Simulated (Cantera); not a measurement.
A closed system holds: 1 mol Fe₂O₃, 3.6 mol C, 0.26 mol N₂, at 0.0250 bar.

Equilibrium computed with Cantera from the NASA thermochemical tables; the gas is ideal and each condensed phase is pure. Candidate condensed phases: C, Fe, Fe(CO)₅, FeO, Fe₂O₃, Fe₃O₄; 27 gas species. Iron dissolves carbon and melts from about 1420 K in contact with it, which pure phases cannot show. Condensed phases not in the tables: cementite and carbon dissolved in iron. Rates play no part.

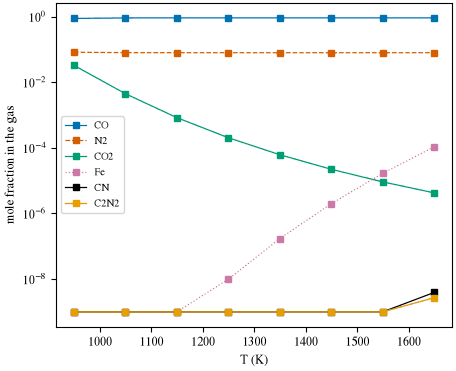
Fig. 1. Equilibrium gas composition (values under 1e-9 drawn at 1e-9)

From 950 K to 1150 K the condensed part is C(graphite) + Fe(α). From 1250 K to 1650 K the condensed part is C(graphite) + Fe(γ).
